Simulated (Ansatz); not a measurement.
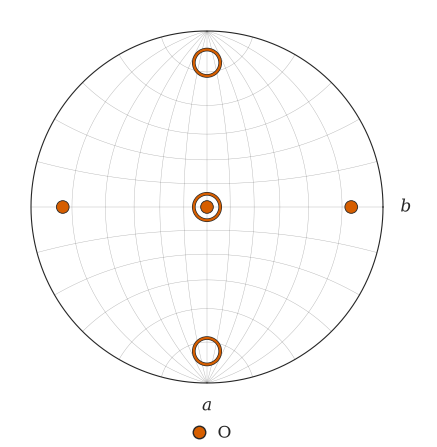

Crystal: TiO₂, the input geometry of an electronic-structure calculation (not necessarily at equilibrium). Directions from one titanium atom at (0, 0, 0) to its bonded neighbours, in stereographic projection down c (filled: above the plane of the page or in it, open: below). The drawing is computed from the coordinates (standard cell, symmetry found to 0.002 Å).

Neighbours are counted up to 2.47 Å for O.

```yaml
crystal:
  lattice:
    - [3.78500, 0.00000, 0.00000]
    - [0.00000, 3.78500, 0.00000]
    - [0.00000, 0.00000, 9.51960]
  atoms:
    - { symbol: Ti, position: [0.00000, 0.00000, 0.00000] }
    - { symbol: Ti, position: [0.50000, 0.00000, 0.75000] }
    - { symbol: O, position: [0.50000, 0.50000, 0.71017] }
    - { symbol: O, position: [0.50000, 0.00000, 0.96017] }
    - { symbol: O, position: [0.50000, 0.00000, 0.53983] }
    - { symbol: O, position: [0.00000, 0.00000, 0.78983] }
    - { symbol: Ti, position: [0.50000, 0.50000, 0.50000] }
    - { symbol: Ti, position: [0.00000, 0.50000, 0.25000] }
    - { symbol: O, position: [0.00000, 0.00000, 0.21017] }
    - { symbol: O, position: [0.00000, 0.50000, 0.46017] }
    - { symbol: O, position: [0.00000, 0.50000, 0.03983] }
    - { symbol: O, position: [0.50000, 0.50000, 0.28983] }
```

How many neighbours are there, and at what angles?

6: 4 O at 1.93 Å, 2 O at 2.00 Å. Angles between bonds: 79° (4×), 92° (4×), 101° (4×), 157° (2×), 180° (1×).

What is the site's symmetry in the crystal?

Point group -42m (D2d), order 8: one −4 axis, two twofold axes, two mirror planes. In I4₁/amd (No. 141, origin choice 1) this is Wyckoff position 4a.
